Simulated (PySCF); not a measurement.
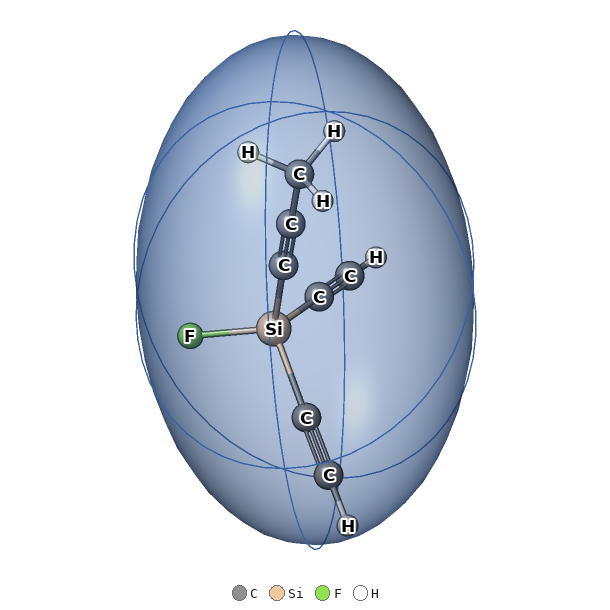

The ellipsoid shows the static dipole polarisability: its half-axes are proportional to the principal values. Computed geometry: GFN2-xTB optimisation. No frequency run is at hand to confirm it as a minimum. Method: CAM-B3LYP/def2-SVPD (PySCF 2.14.0).

> How large and how anisotropic is the polarisability?

Principal values 74.1, 105.3, 122.6 bohr³; mean 100.7 bohr³ (14.92 Å³); anisotropy 42.6 bohr³, so the longest axis is 1.66 times the shortest.

The geometry is semi-empirical. Around Si such bond lengths and angles can be off by a tenth of an ångström or more and by several degrees, and values that hang on the shape move with them.
